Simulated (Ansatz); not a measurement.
# Cs3P (model cell, started as anti-ReO3 type): phonons and vibrational spectra, part 2 of 2

How does Cs3P (model cell, started as anti-ReO3 type) vibrate, and is this structure a minimum?

Ansatz 0.2.0; DFT PBEsol, scalar-relativistic, plane waves, PAW.

So far. Step 3 (Relaxation): Little changed from the start: no atom moved by 0.005 Å and no cell edge by 0.1 %. The relaxed cell has a = 6.945 Å (conventional setting).

The structure was built from a prototype and need not be the compound's stable phase.

### Step 4. Relaxing to small forces for the phonons

Phonons need a cell at rest on their own settings, so the relaxation is repeated with tight tolerances on forces and stress on the k mesh and occupations of the first response run.

File input.yaml:

```yaml
crystal:
  lattice:
    - [6.9449009463, 0.0, 0.0]
    - [0.0, 6.9449009463, 0.0]
    - [0.0, 0.0, 6.9449009463]
  atoms:
    - { symbol: P, position: [0.0, 0.0, 0.0] }
    - { symbol: Cs, position: [0.5, 0.0, 0.0] }
    - { symbol: Cs, position: [0.0, 0.5, 0.0] }
    - { symbol: Cs, position: [0.0, 0.0, 0.5] }
kpoints:
  mp_grid: { grid: [6, 6, 6] }
hamiltonian:
  xc: pbesol
scf:
  occupations: { method: methfessel_paxton, width: 0.15 }
output:
  forces: true
  stress: true
  eigenvalues: true
relax:
  adjacent_minimum: "off"
  f_tol: 0.001
  max_steps: 60
  cell: { stress_tol: 0.01 }
```

The run is started by

```console
ansatz run input.yaml --threads 4 --pin off --max-ram 7168MiB --backend cpu --events-out ev --progress --plain --runs-dir out
```

Numbers of over 12 decimals in the logs are rounded to 6 here.

What it wrote:

```text
[...]
Crystal: 4 atoms, lattice volume = 334.964 Å³
Basis set: ecut = 420 eV, 6619 PW (Γ), exchange–correlation on 96×96×96 points (8 copies of the dense FFT grid, shifted against one another)
Bands: 20, of which v1, the nominal top of the filled ones, is band 16 counted from 1 (15 counted from 0)
Symmetry: 48 space group operations
[...]
k-points: 20 of 216
[...]
--- Relaxed structure (1 steps of the walk, 1 accepted, 1 SCFs on fresh bases) ---
[...]
cell:  # Å, volume = 334.9640 Å³
    - [6.9449009463, 0.0, 0.0]
    - [0.0, 6.9449009463, 0.0]
    - [0.0, 0.0, 6.9449009463]
  atoms:
    - { symbol: P, position: [0.0, 0.0, 0.0] }
    - { symbol: Cs, position: [0.5, 0.0, 0.0] }
    - { symbol: Cs, position: [0.0, 0.5, 0.0] }
    - { symbol: Cs, position: [0.0, 0.0, 0.5] }
[key lines of the parts left out:]
SCF converged after 7 iterations
Free energy (F): -17497.572368 eV
Fermi energy:    2.427459 eV
P = ⅓ Tr σ = -0.0025 GPa (-0.025 kbar)
```

It took 6.7 s on 4 threads of Arm Neoverse V1, shared host; peak memory 0.67 GiB; 25 s of CPU time.

Little changed from the start: no atom moved by 0.005 Å and no cell edge by 0.1 %.

Numbers from this step:

```yaml
pressure: -0.002546 GPa
```

The forces vanish by symmetry and the pressure is -0.003 GPa, within the tolerances set. The cell now holds 83.74 Å³/atom.

### Step 5. Zone-centre response

The zone centre is the only wavevector solved here; it holds the modes that light can see, as far as symmetry allows. No field response is asked, since the mesh shows no gap.

Edit input.yaml of step 4 so:

```diff
@@ -17,9 +17,4 @@
 output:
-  forces: true
-  stress: true
   eigenvalues: true
-relax:
-  adjacent_minimum: "off"
-  f_tol: 0.001
-  max_steps: 60
-  cell: { stress_tol: 0.01 }
+phonons:
+  method: dfpt
```

What it wrote:

```text
zone centre: on kpoints.mp_grid the ground state, and the responses unless they are solved on pairs of k-points, stand on 64 of the mesh's 216 k-points, reduced under 8 symmetry operations, with k and −k counted as one. Each operation leaves every solved displacement unchanged or reverses it
[...]
Crystal: 4 atoms, lattice volume = 334.964 Å³
Basis set: ecut = 420 eV, 6619 PW (Γ), exchange–correlation on 96×96×96 points (8 copies of the dense FFT grid, shifted against one another)
Bands: 20, of which v1, the nominal top of the filled ones, is band 16 counted from 1 (15 counted from 0)
Symmetry: 48 space group operations
k-points: 64 of 216 (irreducible under 8 space group operations)
[...]
SCF iter   1: F=—  HF=-17497.597242 eV  |F-HF|=—  |Δ(HF+E_count)|=         —  Δρ=3.66e-3  dr2=2.02e-1  ethr=1.77e-3  ⟨swp⟩=8.4  Hψ=7239  notcnv=0
[...]
SCF iter  10: F=-17497.572368 eV  HF=-17497.572368 eV  |F-HF|=1.09e-11  |Δ(HF+E_count)|=  2.66e-10  S|Δr|=    0.00e0  Δρ=2.75e-8  dr2=5.05e-12  ethr=1.00e-12  ⟨swp⟩=10.8  Hψ=7919  notcnv=0
SCF 1 converged in 10 iterations: F = -17497.572368 eV  dr2 = 5.05e-12
[...]
DFPT response loops at Γ: preconditioner auto → none (partly filled bands, converged f_vac=0.288); β = 0.50; Broyden in place of MSR1
SCF converged after 10 iterations
[...]
Free energy (F): -17497.572368 eV
[...]
Internal energy: -17497.561217 eV  (E = F + TS)
E sigma→0 (E₀):  -17497.569580 eV
Entropy (-TS):   -0.011151 eV (-2.788 meV/atom)
Fermi energy:    2.427460 eV
[...]
--- Band table (eV; the first three rows and the last of 64) ---
  k-point 0: bands = [... 12 lower, -5.6553, 1.6933, 2.5125, 2.5125, 2.5125, 3.6969, 3.6969, 4.3203]
  k-point 1: bands = [... 12 lower, -5.5507, 1.7480, 2.3057, 2.4761, 2.4761, 3.6200, 3.8292, 4.3606]
  k-point 2: bands = [... 12 lower, -5.3554, 1.6251, 2.3003, 2.4105, 2.4105, 3.2526, 4.1830, 4.4009]
  k-point 63: bands = [... 12 lower, -4.7288, 1.2976, 1.2976, 1.2976, 3.0142, 4.2462, 4.2462, 4.2462]
--- Phonons (Γ-DFPT): 3 representative perturbations + reference, on 64 of 216 k-points (Σ response iterations 9) ---
  k mesh reduced under 8 symmetry operations, with k and −k counted as one. Each operation leaves every solved displacement unchanged or reverses it
  ASR residual: 4.862e-5 → 0.000e0 eV/Å²; symmetrization residual: 3.292e-6 eV/Å²
  ASR residual per site (eV/Å²): 4.86e-5 4.74e-5 4.74e-5 4.74e-5
  Γ frequencies (cm⁻¹): 0.00 0.00 0.00 11.21 11.21 11.21 29.14 29.14 29.14 116.63 116.63 116.63
  non-analytic LO–TO correction: not included (Born effective charges unavailable; polar crystals: no LO–TO splitting at Γ)
```

Elapsed: 54 s, on 4 threads; peak memory 2.2 GiB; 3.4 min of CPU time.

This step gave:

```yaml
sum_rule_residual_before_enforcement: 4.86e-5 eV/Å²
point_group: m-3m
highest_optical_mode_at_the_zone_centre_no_lo_to_term: 116.6 cm⁻¹
lowest_optical_zone_centre_mode: 11.21 cm⁻¹
```

Patterns of degenerate modes are one choice out of their space. The modes at Γ (shares of kinetic energy by element, %):

```
mode  frequency (cm⁻¹)  symmetry  P %  Cs %
   1               0.0  acoustic    7    93
   2               0.0  acoustic    7    93
   3               0.0  acoustic    7    93
   4              11.2       T2u    0   100
   5              11.2       T2u    0   100
   6              11.2       T2u    0   100
   7              29.1       T1u   19    81
   8              29.1       T1u   19    81
   9              29.1       T1u   19    81
  10             116.6       T1u   74    26
  11             116.6       T1u   74    26
  12             116.6       T1u   74    26
```

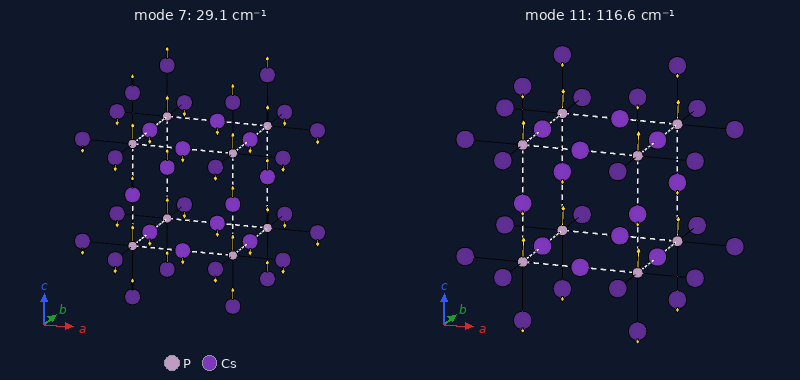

Displacement patterns of modes 7 and 11 at Γ; arrows are exaggerated. Some periodic images of atoms are drawn too.

Before it was imposed, the acoustic sum rule was missed by 4.9e-5 eV/Å². Small misses are needed for a sound result but don't prove that mesh and cutoff are converged. The lowest optical mode is real, 11.2 cm⁻¹.

### Step 6. Outcome

```yaml
space_group_after_relaxation_within_0p01_a: Pm-3m
volume_per_atom: 83.7 Å³
electronic_character: no gap on this mesh
highest_optical_mode_at_the_zone_centre_no_lo_to_term: 117 cm⁻¹
lowest_optical_zone_centre_mode: 11.2 cm⁻¹
imaginary_modes_at_gamma_the_only_wavevector_solved: none
```

The structure is stable against zone-centre distortions, since no mode there is imaginary; other wavevectors were not solved, so zone-boundary instabilities are untested. The optical modes at Γ span 11 to 117 cm⁻¹. No dispersion was computed. The highest mode in this list at Γ, 116.6 cm⁻¹, is mostly motion of P (74 % of the kinetic energy). With no gap, or one that is small against the smearing, the frequencies hang on the k mesh and the smearing, most of all near Kohn anomalies. An optical mode within 15 cm⁻¹ of zero is at the mercy of small errors in the force constants, and even its sign is uncertain. Spin-orbit coupling is left out, which can matter for the heavy elements here. The starting cell was built on a prototype and not taken from a measurement, so the phase need not exist. These are harmonic frequencies at zero temperature: anharmonic shifts, linewidths and thermal expansion are left out.

[Logs are printed without paths, hosts, clocks, repeated set-up lines and the standing remarks that a program may print on its own settings, such as how far it seeks lower states.]

[Hosts, paths, dates, database ids (printed as entryN), source tags and the programs' standing remarks are cut or masked in the printed files.]
